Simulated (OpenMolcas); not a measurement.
**WO⁺: relativistic diatomic calculation (part 2 of 2)**

Continued. System: WO⁺. Method: SA-CASSCF(9,9)/XMS-CASPT2 + RASSI spin-orbit (X2C scalar, AMFI), ANO-RCC-VDZP (OpenMolcas).

### Log (extracts), continued
```
++ Dipole transition strengths (spin-free states):
     for osc. strength at least  1.00000000E-05
      From   To        Osc. strength     Einstein coefficients Ax, Ay, Az (sec-1)    Total A (sec-1)
         1    8       6.18940833E-03  1.25868545E+06  1.64596953E+01  0.00000000E+00  1.25870191E+06
         1    9       6.25978859E-03  1.67624554E+01  1.27799716E+06  0.00000000E+00  1.27801393E+06
         1   10       2.11933139E-04  4.99920294E-01  4.70975518E+04  0.00000000E+00  4.70980517E+04
         1   11       2.69875234E-04  6.00262298E+04  7.20106042E-01  0.00000000E+00  6.00269499E+04
 Electric-quadrupole - electric-quadrupole not included
 Electric-dipole - electric-octupole not included
 Electric-dipole - magnetic-quadrupole not included
   Eigenvalues of complex Hamiltonian:
  (Shifted by EMIN (a.u.) =     -16215.1151102866)
 SO State       Relative EMIN(au)   Rel lowest level(eV)    D:o, cm**(-1)      Omega
     1            -0.0055403995        0.0000000000              0.0000         0.5
     2            -0.0055403995        0.0000000000              0.0000         0.5
     3            -0.0003669456        0.1407768504           1135.4419         1.5
     4            -0.0003669456        0.1407768504           1135.4419         1.5
     5             0.0404846012        1.2524040705          10101.3201         2.5
     6             0.0404846012        1.2524040705          10101.3201         2.5
     7             0.0418822848        1.2904369795          10408.0762         1.5
     8             0.0418822848        1.2904369795          10408.0762         1.5
     9             0.0544897863        1.6335045708          13175.1029         4.5
    10             0.0544897863        1.6335045708          13175.1029         4.5
    11             0.0556000787        1.6637171662          13418.7839         3.5
    12             0.0556000787        1.6637171662          13418.7839         3.5
    13             0.0636081280        1.8816272884          15176.3476         0.5
    14             0.0636081280        1.8816272884          15176.3476         0.5
    15             0.0676759856        1.9923193349          16069.1391         1.5
    16             0.0676759856        1.9923193349          16069.1391         1.5
    17             0.0748150098        2.1865820784          17635.9738         0.5
    18             0.0748150098        2.1865820784          17635.9738         0.5
    19             0.0777815158        2.2673048193          18287.0466         2.5
    20             0.0777815158        2.2673048193          18287.0466         2.5
    21             0.0785401421        2.2879480913          18453.5459         0.6
    22             0.0785401421        2.2879480913          18453.5459         0.6
    23             0.0824714034        2.3949231631          19316.3580         1.5
    24             0.0824714034        2.3949231631          19316.3580         1.5
    25             0.0863751710        2.5011500908          20173.1360         2.5
    26             0.0863751710        2.5011500908          20173.1360         2.5
    27             0.0892362399        2.5790037423          20801.0680         2.2
    28             0.0892362399        2.5790037423          20801.0680         2.2
    29             0.0893243283        2.5814007484          20820.4012         2.8
    30             0.0893243283        2.5814007484          20820.4012         2.8
    31             0.1009293913        2.8971906002          23367.4181         4.5
    32             0.1009293913        2.8971906002          23367.4181         4.5
 Weights of the five most important spin-orbit-free states for each spin-orbit state.
 SO State  Total energy (au)           Spin-free states, spin, and weights
    1        -0.005540       1 1.5  0.9267    6 0.5  0.0593    9 1.5  0.0062    8 1.5  0.0061    7 0.5  0.0013
    2        -0.005540       1 1.5  0.9267    6 0.5  0.0593    9 1.5  0.0062    8 1.5  0.0061    7 0.5  0.0013
    3        -0.000367       1 1.5  0.9955    9 1.5  0.0022    8 1.5  0.0022   11 1.5  0.0001   10 1.5  0.0001
    4        -0.000367       1 1.5  0.9955    9 1.5  0.0022    8 1.5  0.0022   11 1.5  0.0001   10 1.5  0.0001
    5         0.040485       2 0.5  0.4890    3 0.5  0.4810    8 1.5  0.0134    9 1.5  0.0134   11 1.5  0.0017
    6         0.040485       2 0.5  0.4890    3 0.5  0.4810    8 1.5  0.0134    9 1.5  0.0134   11 1.5  0.0017
    7         0.041882       3 0.5  0.4898    2 0.5  0.4816   11 1.5  0.0087   10 1.5  0.0085    8 1.5  0.0057
    8         0.041882       3 0.5  0.4898    2 0.5  0.4816   11 1.5  0.0087   10 1.5  0.0085    8 1.5  0.0057
    9         0.054490       4 0.5  0.5022    5 0.5  0.4535   10 1.5  0.0215   11 1.5  0.0207    8 1.5  0.0012
   10         0.054490       4 0.5  0.5022    5 0.5  0.4535   10 1.5  0.0215   11 1.5  0.0207    8 1.5  0.0012
   11         0.055600       5 0.5  0.5105    4 0.5  0.4618   10 1.5  0.0133   11 1.5  0.0131    8 1.5  0.0007
   12         0.055600       5 0.5  0.5105    4 0.5  0.4618   10 1.5  0.0133   11 1.5  0.0131    8 1.5  0.0007
   13         0.063608       6 0.5  0.5311    7 0.5  0.3888    1 1.5  0.0506    8 1.5  0.0145    9 1.5  0.0142
   14         0.063608       6 0.5  0.5311    7 0.5  0.3888    1 1.5  0.0506    8 1.5  0.0145    9 1.5  0.0142
   15         0.067676      10 1.5  0.4700   11 1.5  0.4632    8 1.5  0.0290    9 1.5  0.0211    2 0.5  0.0084
   16         0.067676      10 1.5  0.4700   11 1.5  0.4632    8 1.5  0.0290    9 1.5  0.0211    2 0.5  0.0084
   17         0.074815       8 1.5  0.4610    9 1.5  0.4588    7 0.5  0.0498   11 1.5  0.0163   10 1.5  0.0101
   18         0.074815       8 1.5  0.4610    9 1.5  0.4588    7 0.5  0.0498   11 1.5  0.0163   10 1.5  0.0101
   19         0.077782      10 1.5  0.4547   11 1.5  0.4285    8 1.5  0.0872    9 1.5  0.0270    2 0.5  0.0012
   20         0.077782      10 1.5  0.4547   11 1.5  0.4285    8 1.5  0.0872    9 1.5  0.0270    2 0.5  0.0012
   21         0.078540       9 1.5  0.4932    8 1.5  0.4615   11 1.5  0.0249    7 0.5  0.0123    1 1.5  0.0072
   22         0.078540       9 1.5  0.4932    8 1.5  0.4615   11 1.5  0.0249    7 0.5  0.0123    1 1.5  0.0072
   23         0.082471       9 1.5  0.4549    8 1.5  0.4249   11 1.5  0.0526   10 1.5  0.0514    3 0.5  0.0060
   24         0.082471       9 1.5  0.4549    8 1.5  0.4249   11 1.5  0.0526   10 1.5  0.0514    3 0.5  0.0060
   25         0.086375       9 1.5  0.4668    8 1.5  0.4555   11 1.5  0.0265   10 1.5  0.0234    3 0.5  0.0140
   26         0.086375       9 1.5  0.4668    8 1.5  0.4555   11 1.5  0.0265   10 1.5  0.0234    3 0.5  0.0140
   27         0.089236       7 0.5  0.3500    6 0.5  0.2590   10 1.5  0.1695   11 1.5  0.1692    9 1.5  0.0169
   28         0.089236       7 0.5  0.3500    6 0.5  0.2590   10 1.5  0.1695   11 1.5  0.1692    9 1.5  0.0169
   29         0.089324      11 1.5  0.3098   10 1.5  0.3084    7 0.5  0.1977    6 0.5  0.1491    4 0.5  0.0088
   30         0.089324      11 1.5  0.3098   10 1.5  0.3084    7 0.5  0.1977    6 0.5  0.1491    4 0.5  0.0088
   31         0.100929      10 1.5  0.4661   11 1.5  0.4640    5 0.5  0.0222    4 0.5  0.0221    8 1.5  0.0140
   32         0.100929      10 1.5  0.4661   11 1.5  0.4640    5 0.5  0.0222    4 0.5  0.0221    8 1.5  0.0140
++ Dipole transition strengths (SO states):
        for osc. strength at least   1.00000000E-05
      From   To        Osc. strength     Einstein coefficients Ax, Ay, Az (sec-1)    Total A (sec-1)
         1    8       4.03434807E-05  1.46284828E+03  1.45227224E+03  0.00000000E+00  2.91512052E+03
         1   14       1.65170834E-05  1.26741209E+03  1.27011166E+03  0.00000000E+00  2.53752376E+03
         1   18       1.13798590E-04  1.20826135E+04  1.15264087E+04  0.00000000E+00  2.36090222E+04
         1   19       1.64775698E-04  3.44371387E+04  2.31837784E+03  0.00000000E+00  3.67555166E+04
         1   21       6.13111261E-03  6.98321597E+05  6.94325813E+05  0.00000000E+00  1.39264741E+06
         1   23       6.44020468E-03  7.78797467E+05  8.24050712E+05  0.00000000E+00  1.60284818E+06
         1   29       5.04211220E-05  8.26416361E+03  6.31501035E+03  0.00000000E+00  1.45791740E+04
         2    7       4.03434807E-05  1.46284828E+03  1.45227224E+03  0.00000000E+00  2.91512052E+03
         2   13       1.65170834E-05  1.26741209E+03  1.27011166E+03  0.00000000E+00  2.53752376E+03
         2   17       1.13798590E-04  1.20826135E+04  1.15264087E+04  0.00000000E+00  2.36090222E+04
         2   20       1.64775698E-04  3.44371387E+04  2.31837784E+03  0.00000000E+00  3.67555166E+04
         2   22       6.13111261E-03  6.98321597E+05  6.94325813E+05  0.00000000E+00  1.39264741E+06
         2   24       6.44020468E-03  7.78797467E+05  8.24050712E+05  0.00000000E+00  1.60284818E+06
         2   30       5.04211219E-05  8.26416360E+03  6.31501033E+03  0.00000000E+00  1.45791739E+04
         3    5       8.97546002E-05  2.41541044E+03  2.39724324E+03  0.00000000E+00  4.81265369E+03
         3   13       1.72552563E-04  1.14100808E+04  1.12809322E+04  0.00000000E+00  2.26910130E+04
         3   17       5.65399024E-03  5.17871225E+05  5.08946063E+05  0.00000000E+00  1.02681729E+06
         3   20       1.35575630E-05  2.00434636E+03  6.55970561E+02  0.00000000E+00  2.66031692E+03
         3   22       9.06011146E-05  8.52571138E+03  9.59922343E+03  0.00000000E+00  1.81249348E+04
         3   25       6.78470023E-03  8.13118984E+05  8.27099032E+05  0.00000000E+00  1.64021802E+06
         3   28       1.07718911E-04  1.30894863E+04  1.46980304E+04  0.00000000E+00  2.77875167E+04
         3   30       6.44835278E-05  7.76203819E+03  8.90506242E+03  0.00000000E+00  1.66671006E+04
         4    6       8.97546002E-05  2.41541044E+03  2.39724324E+03  0.00000000E+00  4.81265369E+03
         4   14       1.72552563E-04  1.14100808E+04  1.12809322E+04  0.00000000E+00  2.26910130E+04
         4   18       5.65399024E-03  5.17871225E+05  5.08946063E+05  0.00000000E+00  1.02681729E+06
         4   19       1.35575629E-05  2.00434636E+03  6.55970559E+02  0.00000000E+00  2.66031692E+03
         4   21       9.06011146E-05  8.52571139E+03  9.59922341E+03  0.00000000E+00  1.81249348E+04
         4   26       6.78470023E-03  8.13118984E+05  8.27099032E+05  0.00000000E+00  1.64021802E+06
         4   27       1.07718910E-04  1.30894862E+04  1.46980303E+04  0.00000000E+00  2.77875166E+04
         4   29       6.44835283E-05  7.76203826E+03  8.90506250E+03  0.00000000E+00  1.66671008E+04
        13   21       5.69086558E-05  2.04405513E+02  2.03280670E+02  0.00000000E+00  4.07686183E+02
        13   23       6.73538224E-05  3.73620456E+02  3.96409010E+02  0.00000000E+00  7.70029466E+02
        14   22       5.69086558E-05  2.04405513E+02  2.03280670E+02  0.00000000E+00  4.07686183E+02
        14   24       6.73538224E-05  3.73620456E+02  3.96409010E+02  0.00000000E+00  7.70029466E+02
 Electric-quadrupole - electric-quadrupole not included
 Electric-dipole - electric-octupole not included
 Electric-dipole - magnetic-quadrupole not included
```

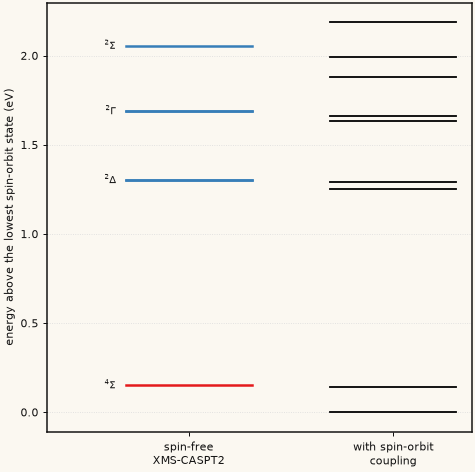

**Figure 1.** States up to 2.2 eV at 1.636 Å, without spin-orbit coupling (left, a colour for each spin multiplicity) and with it (right, where close levels merge). The spin-free states run ⁴Σ (0.00 eV), ²Δ (1.15 eV), ²Γ (1.54 eV), ²Σ (1.90 eV) from the lowest. The lowest spin-orbit levels have |Ω| = 1/2 (0 cm⁻¹), 3/2 (1,135 cm⁻¹), 5/2 (10,101 cm⁻¹), 3/2 (10,408 cm⁻¹), 9/2 (13,175 cm⁻¹).

Outcome of the run: converged; components of a degenerate state are split by 34 cm⁻¹.
